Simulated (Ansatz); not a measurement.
# UCCSDTQ/STO-3G run of O2 (oxygen)

What is the energy change on altering one bond length of O2 (oxygen) at UCCSDTQ/STO-3G? 

The calculation is run with Ansatz 0.2.0.

39 further runs of the same task are left out: 15 that didn't finish, 24 set aside as unsound or not needed.

### 1 The structure to begin with

O2: 2 atoms, total charge 0, spin state triplet. As SMILES, `O=O`. Geometry: relaxed at GFN2-xTB.

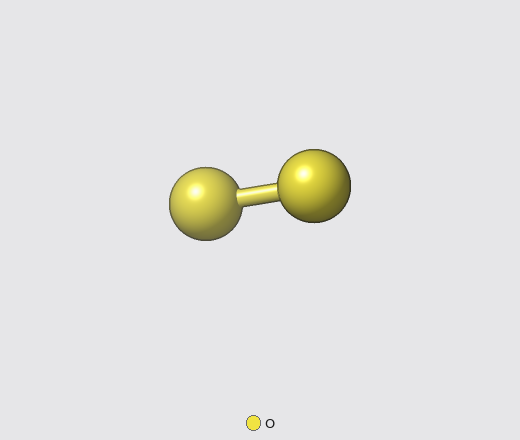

The structure, seen from a chosen angle (oxygen yellow).

### 2 A single-point energy at UCCSDTQ/STO-3G

Contents of run.yaml:

```yaml
crystal:
  periodic: [false, false, false]
  atoms:
    - symbol: O
      position_ang: [0.516930, -0.167240, 0.266250]
    - symbol: O
      position_ang: [-0.516930, 0.167240, -0.266250]
basis:
  gaussian: {orbitals: STO-3G}
magnetization: {spin_polarized: true, initial_magnetization: 2}
correlation: {method: ccsdtq, frozen_orbitals: {O: 1}}
accuracy: high
scf: {omitted_lower_state_checks: [cluster_reference, increment]}
```

Run with:

```
$ ansatz run run.yaml --threads 1 --pin off --max-ram 2610MiB --events-out events.jsonl --progress --plain --runs-dir runs
```

The log of the run:

```text
Warning: RAYON_NUM_THREADS=1 ignored (pool sized by the plan → 1); use --threads N
Functional definition: HF
  name "HF"
  exchange = exact_x
  correlation = 0
these checks for a lower state are left out or cut short: cluster_reference, increment
149 factors; integrals over basis functions are off by at most 3.4e-8 eV
mean field evaluation 1: about -4017.0828 eV, gradient 5.0e0 eV
mean field evaluation 2: about -4017.1809 eV, gradient 5.2e0 eV
mean field evaluation 4: about -4017.3268 eV, gradient 2.3e-1 eV
mean field evaluation 8: about -4017.3272 eV, gradient 1.4e-5 eV
mean field evaluation 16: about -4017.3272 eV, gradient 3.3e-7 eV
mean field evaluation 32: about -4017.2166 eV, gradient 2.2e-5 eV
mean field -4017.36842804 eV, -147.6355666604 hartree, gradient 1.0e-8 eV, S^2 2.003319; 2 other end points of the search recorded, 0 dependent functions left out
2 core orbitals not correlated: weight in the atoms' cores, before any rotation towards them, 1.000 or more for the frozen orbitals, at most 0.000 for the correlated occupied ones
reference -4017.36842804 eV, -147.6355666604 hartree; 7, 5 occupied and 1, 3 virtual orbitals, 149 factors
second order -2.14731860 eV of doubles, -0.00000000 eV of singles
cycle   1  -2.44018346 eV  change   -2.9e-1 eV  update   7.6e-2
cycle   2  -2.95569778 eV  change   -5.2e-1 eV  update   5.4e-2
cycle   3  -2.96277890 eV  change   -7.1e-3 eV  update   1.7e-2
cycle   4  -2.96796081 eV  change   -5.2e-3 eV  update   5.6e-3
cycle   5  -2.97295259 eV  change   -5.0e-3 eV  update   1.6e-3
cycle   6  -2.96758699 eV  change    5.4e-3 eV  update   4.9e-4
cycle   7  -2.96964277 eV  change   -2.1e-3 eV  update   2.1e-4
cycle   8  -2.97039319 eV  change   -7.5e-4 eV  update   7.6e-5
cycle   9  -2.97005992 eV  change    3.3e-4 eV  update   2.6e-5
cycle  10  -2.97009430 eV  change   -3.4e-5 eV  update   4.7e-6
cycle  11  -2.97010253 eV  change   -8.2e-6 eV  update   1.2e-6
cycle  12  -2.97010372 eV  change   -1.2e-6 eV  update   2.6e-7
cycle  13  -2.97010400 eV  change   -2.8e-7 eV  update   8.5e-8
cycle  14  -2.97010393 eV  change    6.7e-8 eV  update   2.9e-8
cycle  15  -2.97010382 eV  change    1.1e-7 eV  update   2.7e-8
cycle  16  -2.97010376 eV  change    5.9e-8 eV  update   1.5e-8
cycle  17  -2.97010374 eV  change    2.3e-8 eV  update   5.0e-9
cycle  18  -2.97010374 eV  change   -1.5e-9 eV  update   1.9e-9
cycle  19  -2.97010374 eV  change  -3.3e-10 eV  update  3.9e-10
Total energy: -4020.33853178 eV, -147.7447159597 hartree
Checks for a lower state left out: cluster_reference, increment
```

Wall time 13 s (1 thread of Arm Neoverse V1, shared host); peak memory 0.097 GiB.

### 3 The distorted shape, same level

Contents of molecule.yaml:

```yaml
crystal:
  periodic: [false, false, false]
  atoms:
    - {symbol: O, position_ang: [0.775392, -0.250859, 0.399374]}
    - {symbol: O, position_ang: [-0.516930, 0.167240, -0.266250]}
basis:
  gaussian:
    orbitals: STO-3G
magnetization:
  spin_polarized: true
  initial_magnetization: 2
scf:
  omitted_lower_state_checks: [cluster_reference, increment]
correlation:
  method: ccsdtq
  frozen_orbitals: {O: 1}
accuracy: high
```

Run with:

```
$ ansatz run molecule.yaml --threads 1 --pin off --max-ram 2610MiB --events-out events.jsonl --progress --plain --runs-dir runs
```

The log of the run:

```text
Warning: RAYON_NUM_THREADS=1 ignored (pool sized by the plan → 1); use --threads N
[... 4 set-up lines as earlier in the session ...]
these checks for a lower state are left out or cut short: cluster_reference, increment
149 factors; integrals over basis functions are off by at most 4.5e-8 eV
mean field evaluation 1: about -4013.9039 eV, gradient 2.3e0 eV
mean field evaluation 2: about -4013.9567 eV, gradient 2.4e0 eV
mean field evaluation 4: about -4013.9959 eV, gradient 2.1e-1 eV
mean field evaluation 8: about -4013.9965 eV, gradient 8.6e-5 eV
mean field evaluation 16: about -4013.9965 eV, gradient 9.4e-8 eV
mean field evaluation 32: about -4016.3237 eV, gradient 1.3e-3 eV
mean field evaluation 64: about -4013.9965 eV, gradient 3.3e-4 eV
mean field evaluation 96: about -4015.5526 eV, gradient 1.8e-2 eV
mean field evaluation 128: about -4015.5526 eV, gradient 1.6e-4 eV
mean field -4016.32371342 eV, -147.5971741061 hartree, gradient 8.6e-8 eV, S^2 2.073868; 16 other end points of the search recorded, 0 dependent functions left out
2 core orbitals not correlated: weight in the atoms' cores, before any rotation towards them, 1.000 or more for the frozen orbitals, at most 0.000 for the correlated occupied ones
reference -4016.32371342 eV, -147.5971741061 hartree; 7, 5 occupied and 1, 3 virtual orbitals, 149 factors
second order -1.27982178 eV of doubles, -0.00000000 eV of singles
cycle   1  -1.65716241 eV  change   -3.8e-1 eV  update   9.5e-2
cycle   2  -2.11970554 eV  change   -4.6e-1 eV  update   6.3e-2
cycle   3  -2.40719930 eV  change   -2.9e-1 eV  update   4.9e-2
cycle   4  -2.54233560 eV  change   -1.4e-1 eV  update   3.4e-2
cycle   5  -2.79126832 eV  change   -2.5e-1 eV  update   2.7e-2
cycle   6  -2.91793138 eV  change   -1.3e-1 eV  update   2.3e-2
cycle   7  -2.95290301 eV  change   -3.5e-2 eV  update   1.6e-2
cycle   8  -3.24506444 eV  change   -2.9e-1 eV  update   1.2e-2
cycle   9  -3.12059325 eV  change    1.2e-1 eV  update   9.9e-3
cycle  10  -3.20026553 eV  change   -8.0e-2 eV  update   5.0e-3
cycle  11  -3.17474974 eV  change    2.6e-2 eV  update   2.6e-3
cycle  12  -3.17334026 eV  change    1.4e-3 eV  update   1.1e-3
cycle  13  -3.17812746 eV  change   -4.8e-3 eV  update   6.5e-4
cycle  14  -3.17695701 eV  change    1.2e-3 eV  update   4.0e-4
cycle  15  -3.17586222 eV  change    1.1e-3 eV  update   2.1e-4
cycle  16  -3.17597157 eV  change   -1.1e-4 eV  update   8.2e-5
cycle  17  -3.17604710 eV  change   -7.6e-5 eV  update   4.1e-5
cycle  18  -3.17611104 eV  change   -6.4e-5 eV  update   2.8e-5
cycle  19  -3.17615524 eV  change   -4.4e-5 eV  update   1.8e-5
cycle  20  -3.17617220 eV  change   -1.7e-5 eV  update   9.4e-6
cycle  21  -3.17617679 eV  change   -4.6e-6 eV  update   4.8e-6
cycle  22  -3.17617615 eV  change    6.4e-7 eV  update   1.4e-6
cycle  23  -3.17617542 eV  change    7.3e-7 eV  update   9.1e-7
cycle  24  -3.17617640 eV  change   -9.8e-7 eV  update   5.7e-7
cycle  25  -3.17617715 eV  change   -7.5e-7 eV  update   4.0e-7
cycle  26  -3.17617854 eV  change   -1.4e-6 eV  update   2.6e-7
cycle  27  -3.17617865 eV  change   -1.1e-7 eV  update   2.0e-7
cycle  28  -3.17617912 eV  change   -4.7e-7 eV  update   1.3e-7
cycle  29  -3.17617882 eV  change    2.9e-7 eV  update   1.1e-7
cycle  30  -3.17617887 eV  change   -4.8e-8 eV  update   5.3e-8
cycle  31  -3.17617871 eV  change    1.6e-7 eV  update   3.8e-8
cycle  32  -3.17617860 eV  change    1.2e-7 eV  update   2.5e-8
cycle  33  -3.17617856 eV  change    4.2e-8 eV  update   2.2e-8
cycle  34  -3.17617850 eV  change    6.2e-8 eV  update   1.8e-8
cycle  35  -3.17617846 eV  change    3.4e-8 eV  update   1.7e-8
cycle  36  -3.17617843 eV  change    3.5e-8 eV  update   1.7e-8
cycle  37  -3.17617844 eV  change   -1.3e-8 eV  update   1.5e-8
cycle  38  -3.17617848 eV  change   -4.3e-8 eV  update   1.1e-8
cycle  39  -3.17617843 eV  change    5.4e-8 eV  update   6.0e-9
cycle  40  -3.17617843 eV  change   -1.7e-9 eV  update   1.4e-9
cycle  41  -3.17617843 eV  change   -1.5e-9 eV  update  9.8e-10
cycle  42  -3.17617843 eV  change    1.1e-9 eV  update  6.7e-10
Total energy: -4019.49989185 eV, -147.7138965105 hartree
Checks for a lower state left out: cluster_reference, increment
```

It took 14 s on 1 thread of Arm Neoverse V1, shared host; peak memory 0.095 GiB.

### 4 Outcome

Level: UCCSDTQ/STO-3G, 2 core orbitals frozen.

```
                                                         quantity          value
                                        first shape: total energy  -147.74472 Eh
         first shape: correlation energy (2 core orbitals frozen)     -109.1 mEh
                   first shape: ⟨S²⟩ of the reference determinant          2.003
                                       first shape: T1 diagnostic          0.052
                                    distorted shape: total energy  -147.71390 Eh
     distorted shape: correlation energy (2 core orbitals frozen)     -116.7 mEh
               distorted shape: ⟨S²⟩ of the reference determinant          2.074
                                   distorted shape: T1 diagnostic          0.126
energy change with the O1–O2 bond stretched from 1.210 to 1.513 Å       0.839 eV
```

With the O1–O2 bond stretched from 1.210 to 1.513 Å the energy rises by 0.84 eV (80.9 kJ/mol). The first shape isn't relaxed at this level, so the change isn't measured from a minimum. The minimal basis adds a large error of its own.
